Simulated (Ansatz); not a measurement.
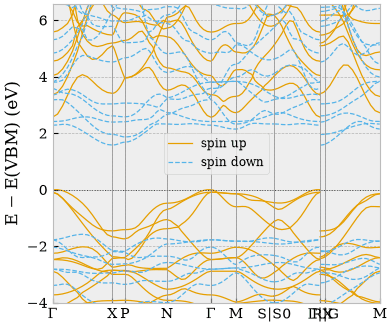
Figure. Band structure from DFT-r²SCAN in the program Ansatz with PAW potentials

**Question.** Read off the gap and where the band edges lie.

**Answer.** About 1.6 eV (1.58 eV by a search for the band edges); maximum on the Γ–X line, 6 % of the way from Γ, minimum at X.

**Question.** Which compound is it?
(A) ZnCu2SnS4, I-42m (Zn on 2a, Cu on 4d, Sn on 2b, S on 8i)
(B) Ba2HfS4, I4/mmm (Ba on 4e, Hf on 2a, S on 4c, S on 4e)
(C) SiGe, I-4m2 (Pearson symbol tI20)
(D) CsLiMnS2, I-4m2 (Cs on 2a, Li on 2d, Mn on 2c, S on 4e)

**Answer.** D, CsLiMnS2, I-4m2 (Cs on 2a, Li on 2d, Mn on 2c, S on 4e)

The first step of the workflow began from a Materials Project structure, measured or hypothetical; the Crystallography Open Database copy checked does not list it. With Li and Mn taken as one species the cell has the higher symmetry I4/mmm, so it may be an ordered model of a mixed-site phase. Its standing as an ambient phase is unchecked. Symmetry was held in the r²SCAN relaxation; its stability against distortions is not shown here. The final state is ferromagnetic, the only order run, not a proven ground state. The cell computed holds one magnetic atom, so no antiferromagnetic order was within reach. Other orbital occupations within this spin state were not tried. No Hubbard U is applied. Spin–orbit coupling is left out wherever it is not named.

Potentials: the later of the program's two PAW sets.
